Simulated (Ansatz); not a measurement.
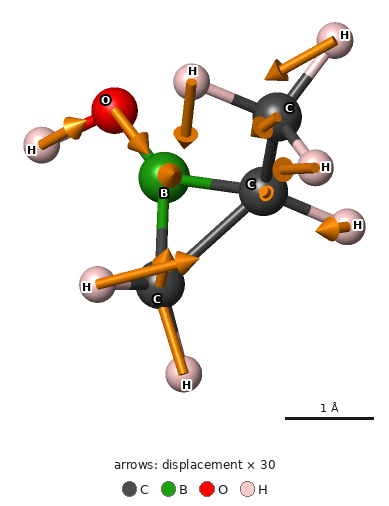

This is a relaxation of C3H7BO. The starting structure is drawn; orange arrows show the displacements, magnified 30 times. The two geometries are superimposed by the best rigid fit.

The picture is a ball-and-stick view, seen from a free direction.

The start comes from PBE-D4/def2-SVP.

All numbers below come from Ansatz 0.2.0, RKS PBE0-D4/def2-TZVP. Set-up: force threshold 0.005 eV/Å; at most 150 steps.

> Atoms of which element are displaced furthest, and by how much?

Hydrogen: up to 0.043 Å, against 0.025 Å for oxygen.

> What did the optimiser do to the structure, and how much energy did it gain?

The energy falls by 1.14 kcal/mol in 7 geometry steps. Largest force component: 0.65 eV/Å at the start, 0.0037 eV/Å at the end. The largest move after the best rigid fit is that of an H atom, 0.043 Å. Largest moves by element: H 0.043 Å, O 0.025 Å, B 0.018 Å, C 0.018 Å. Among the contacts that change: C–H 1.104 → 1.086 Å, B–C 1.533 → 1.518 Å, H–O 0.977 → 0.962 Å, C–C 1.587 → 1.576 Å. The run took about 80 core-seconds on a shared host.
